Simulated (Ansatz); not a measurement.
# Nudged elastic band, with input and output: GeNH$_{3}$Cl$_{4}$ (part 2 of 2)

GeNH$_{3}$Cl$_{4}$; RHF/def2-SVP (Ansatz 0.2.0). It belongs to a series of runs on one base structure; here: band between the two ends.

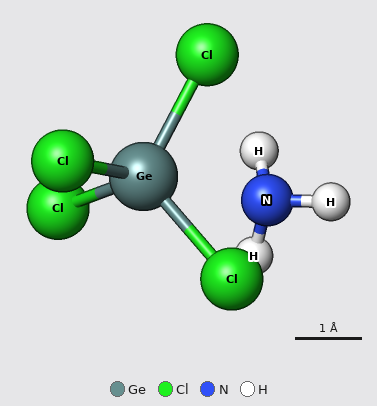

**Figure 1.** The structure as given in the input (ball-and-stick view, seen at a tilt). Sticks mark near contacts.

The last band as extended XYZ, continued:
```
9
Properties=species:S:1:pos:R:3:forces:R:3 image=3 energy=-107997.57869
Ge   -0.1810    0.1134    0.1020    0.0640   0.0141   0.0928
Cl    0.4366    0.4648    2.2330    0.0981  -0.1195  -0.1024
Cl    1.7775   -0.6526   -0.4301    0.1007   0.0703  -0.0959
Cl   -0.4894    2.1173   -0.5961   -0.0236  -0.0033   0.0172
Cl   -1.2073   -1.0840   -1.4737    0.0368  -0.0571   0.1087
N    -2.0506   -0.1905    1.0801   -0.0341   0.0230   0.0410
H    -2.1898   -1.1807    1.2201   -0.0658   0.0277  -0.0035
H    -2.8225    0.1517    0.5296   -0.0317   0.0036  -0.0664
H    -2.0282    0.2605    1.9807   -0.1443   0.0412   0.0086
9
Properties=species:S:1:pos:R:3:forces:R:3 image=4 energy=-107996.76866
Ge   -0.4799    0.0594   -0.2997    0.0003   0.0018   0.0033
Cl   -0.0056    1.0977    2.6703    0.0000   0.0000  -0.0008
Cl    1.3093   -0.9850    0.0511    0.0009  -0.0011  -0.0001
Cl   -0.4088    2.1088   -0.7583    0.0002   0.0004  -0.0008
Cl   -1.4106   -0.8994   -1.9867   -0.0007  -0.0002  -0.0013
N    -1.7973   -0.3205    1.0377   -0.0039   0.0006  -0.0036
H    -1.9244   -1.3118    1.1905   -0.0002  -0.0002   0.0003
H    -2.6957    0.0934    0.8283   -0.0006  -0.0024  -0.0010
H    -1.3416    0.1574    1.9123    0.0039   0.0012   0.0040
9
Properties=species:S:1:pos:R:3:forces:R:3 image=5 energy=-107997.24829
Ge   -0.5695   -0.0120   -0.3747   -0.2573  -0.1792  -0.2054
Cl   -0.1246    0.9960    2.8574   -0.2240  -0.0381   0.3149
Cl    1.2456   -1.0151    0.0763   -0.1028   0.0577  -0.0093
Cl   -0.3230    2.0747   -0.6741   -0.0156  -0.1121   0.0315
Cl   -1.3521   -0.8476   -2.1757    0.0509  -0.0619  -0.3610
N    -1.8369   -0.3433    0.9049   -0.0413  -0.0789  -0.2413
H    -1.9948   -1.3189    1.0946   -0.0375  -0.0434  -0.0855
H    -2.7168    0.1205    0.7518   -0.0398  -0.0379  -0.0873
H    -1.0828    0.3458    2.1851    0.6674   0.4937   0.6434
9
Properties=species:S:1:pos:R:3:forces:R:3 image=6 energy=-107997.58879
Ge   -0.6147   -0.0632   -0.4887   -0.0302  -0.0254  -0.0517
Cl   -0.1647    1.0240    3.2363    0.0019   0.0328   0.1375
Cl    1.1809   -1.0585    0.0609   -0.0256  -0.0093  -0.0232
Cl   -0.3092    2.0327   -0.6653   -0.0190  -0.0223  -0.0204
Cl   -1.2415   -0.8134   -2.3915    0.0199  -0.0089  -0.0796
N    -1.8585   -0.3616    0.7891   -0.0015  -0.0104  -0.0344
H    -2.0370   -1.3283    1.0019   -0.0039  -0.0051  -0.0156
H    -2.7290    0.1277    0.6684   -0.0036  -0.0056  -0.0179
H    -0.9811    0.4406    2.4345    0.0621   0.0542   0.1053
9
Properties=species:S:1:pos:R:3:forces:R:3 image=7 energy=-107997.63645
Ge   -0.6034   -0.0665   -0.5948    0.0013   0.0036  -0.0124
Cl   -0.4154    0.9971    3.6410   -0.0080   0.0009   0.0137
Cl    1.2168   -1.0366   -0.0759    0.0004  -0.0011  -0.0069
Cl   -0.3242    2.0339   -0.7797   -0.0013  -0.0028  -0.0053
Cl   -1.2382   -0.8188   -2.4962   -0.0020  -0.0013  -0.0034
N    -1.7924   -0.3654    0.7274    0.0107  -0.0051   0.0145
H    -1.9299   -1.3297    0.9771   -0.0056   0.0005   0.0009
H    -2.6815    0.0945    0.6326    0.0010   0.0034  -0.0093
H    -0.9866    0.4915    2.6140    0.0035   0.0018   0.0082
9
Properties=species:S:1:pos:R:3:forces:R:3 image=8 energy=-107997.64017
Ge   -0.5766   -0.0648   -0.6625   -0.0010  -0.0010   0.0071
Cl   -0.6768    0.8200    3.8845   -0.0081  -0.0081  -0.0279
Cl    1.2942   -0.9360   -0.1455   -0.0049  -0.0035  -0.0035
Cl   -0.3680    2.0255   -1.0020   -0.0030  -0.0017  -0.0019
Cl   -1.2475   -0.9766   -2.4796    0.0025   0.0030   0.0033
N    -1.7158   -0.2915    0.7168    0.0150   0.0123   0.0003
H    -1.9040   -1.2435    0.9796    0.0000  -0.0141  -0.0023
H    -2.5779    0.2222    0.6547   -0.0081   0.0030  -0.0041
H    -0.9824    0.4446    2.6996    0.0076   0.0100   0.0291
```

This output came from the following input.

Input:
```yaml
crystal:
  periodic: [false, false, false]
  atoms:
    - { symbol: Ge, position_ang: [0.443014, 0.02252, -0.088659] }
    - { symbol: Cl, position_ang: [0.701603, 0.133114, 2.018453] }
    - { symbol: Cl, position_ang: [2.411782, 0.053675, -0.929422] }
    - { symbol: Cl, position_ang: [-0.561639, 1.720334, -0.880396] }
    - { symbol: Cl, position_ang: [-0.432909, -1.811883, -0.710434] }
    - { symbol: "N", position_ang: [-2.573681, -0.025264, 1.199447] }
    - { symbol: H, position_ang: [-3.267998, -0.263949, 0.511855] }
    - { symbol: H, position_ang: [-2.828092, 0.869838, 1.581421] }
    - { symbol: H, position_ang: [-2.646879, -0.698384, 1.943334] }
basis:
  gaussian: { orbitals: def2-SVP }
hamiltonian:
  xc: hf
neb:
  order_check: false
  images: 7
  f_tol: 0.03
  max_iterations: 60
  final_atoms:
    - { symbol: Ge, position_ang: [-0.57658746, -0.06476186, -0.66248902] }
    - { symbol: Cl, position_ang: [-0.6767998, 0.82004248, 3.88445041] }
    - { symbol: Cl, position_ang: [1.29424175, -0.93599985, -0.14549218] }
    - { symbol: Cl, position_ang: [-0.36803426, 2.02550013, -1.0019988] }
    - { symbol: Cl, position_ang: [-1.24746809, -0.97660846, -2.47961556] }
    - { symbol: "N", position_ang: [-1.71579759, -0.29149619, 0.71682831] }
    - { symbol: H, position_ang: [-1.9039811, -1.24354982, 0.97961464] }
    - { symbol: H, position_ang: [-2.57794327, 0.2222306, 0.65473737] }
    - { symbol: H, position_ang: [-0.98242917, 0.44464397, 2.69956383] }
  initial_path:
    images:
      - { positions_ang: [[0.443014, 0.02252, -0.088659], [0.701603, 0.133114, 2.018453], [2.411782, 0.053675, -0.929422], [-0.561639, 1.720334, -0.880396], [-0.432909, -1.811883, -0.710434], [-2.573681, -0.025264, 1.199447], [-3.267998, -0.263949, 0.511855], [-2.828092, 0.869838, 1.581421], [-2.646879, -0.698384, 1.943334]] }
      - { positions_ang: [[0.3327087, 0.01641569, -0.06564524], [0.52440467, 0.09760108, 2.15718243], [2.33329952, 0.03850662, -0.87921616], [-0.6799946, 1.74404304, -0.8439364], [-0.58652173, -1.81086107, -0.71895693], [-2.45474031, -0.01811471, 1.07282972], [-3.15556618, -0.34795622, 0.43451685], [-2.71719949, 0.80466663, 1.56460171], [-2.35118958, -0.52430005, 1.92422302]] }
      - { positions_ang: [[0.2224034, 0.01031138, -0.04263148], [0.34720634, 0.06208816, 2.29591185], [2.25481704, 0.02333824, -0.82901032], [-0.7983502, 1.76775207, -0.80747681], [-0.74013446, -1.80983914, -0.72747986], [-2.33579962, -0.01096543, 0.94621245], [-3.04313436, -0.43196343, 0.3571787], [-2.60630698, 0.73949526, 1.54778242], [-2.05550017, -0.3502161, 1.90511205]] }
      - { positions_ang: [[0.1120981, 0.00420707, -0.01961772], [0.17000802, 0.02657523, 2.43464128], [2.17633456, 0.00816986, -0.77880448], [-0.91670581, 1.79146111, -0.77101721], [-0.89374719, -1.8088172, -0.73600279], [-2.21685892, -0.00381614, 0.81959517], [-2.93070254, -0.51597065, 0.27984055], [-2.49541446, 0.67432388, 1.53096313], [-1.75981075, -0.17613216, 1.88600107]] }
      - { positions_ang: [[0.0017928, -0.00189724, 0.00339604], [-0.00719031, -0.00893769, 2.5733707], [2.09785208, -0.00699853, -0.72859864], [-1.03506141, 1.81517014, -0.73455761], [-1.04735992, -1.80779527, -0.74452573], [-2.09791823, 0.00333314, 0.6929779], [-2.81827073, -0.59997787, 0.20250241], [-2.38452195, 0.60915251, 1.51414384], [-1.46412133, -0.00204821, 1.86689009]] }
      - { positions_ang: [[-0.14280227, -0.01761339, -0.16307522], [-0.17459268, 0.19830735, 2.90114063], [1.89694949, -0.23924886, -0.58282202], [-0.86830462, 1.86775264, -0.80141791], [-1.09738696, -1.59999857, -1.17829819], [-2.00238807, -0.07037419, 0.6989405], [-2.58969832, -0.76087086, 0.39678046], [-2.43287728, 0.51242203, 1.29929222], [-1.34369829, 0.10962484, 2.07505853]] }
      - { positions_ang: [[-0.28739733, -0.03332955, -0.32954649], [-0.34199506, 0.40555239, 3.22891056], [1.69604691, -0.47149919, -0.43704541], [-0.70154783, 1.92033514, -0.86827821], [-1.147414, -1.39220187, -1.61207065], [-1.90685791, -0.14408152, 0.70490311], [-2.36112591, -0.92176384, 0.59105852], [-2.48123261, 0.41569156, 1.08444061], [-1.22327525, 0.22129788, 2.28322696]] }
      - { positions_ang: [[-0.4319924, -0.0490457, -0.49601775], [-0.50939743, 0.61279743, 3.55668048], [1.49514433, -0.70374952, -0.29126879], [-0.53479105, 1.97291764, -0.93513851], [-1.19744105, -1.18440516, -2.04584311], [-1.81132775, -0.21778886, 0.71086571], [-2.1325535, -1.08265683, 0.78533658], [-2.52958794, 0.31896108, 0.86958899], [-1.10285221, 0.33297093, 2.4913954]] }
      - { positions_ang: [[-0.57658746, -0.06476186, -0.66248902], [-0.6767998, 0.82004248, 3.88445041], [1.29424175, -0.93599985, -0.14549218], [-0.36803426, 2.02550013, -1.0019988], [-1.24746809, -0.97660846, -2.47961556], [-1.71579759, -0.29149619, 0.71682831], [-1.9039811, -1.24354982, 0.97961464], [-2.57794327, 0.2222306, 0.65473737], [-0.98242917, 0.44464397, 2.69956383]] }
```

Launch command:
```bash
ansatz run input.yaml --threads 4 --pin off --max-ram 5120MiB --backend cpu --events-out ev --progress --plain --runs-dir out
```

Results in brief:

| quantity | value |
| --- | --- |
| outcome | converged |
| barrier, forward | 1.295 eV |
| barrier, backward | 0.872 eV |
| hardware | 4 threads of Arm Neoverse V1, 24 GiB of memory available, shared host |
| wall time | 9.6 min (CPU time 34 min) |
| peak memory | 0.39 GiB |

Remarks:

The order of the saddle point was not checked.
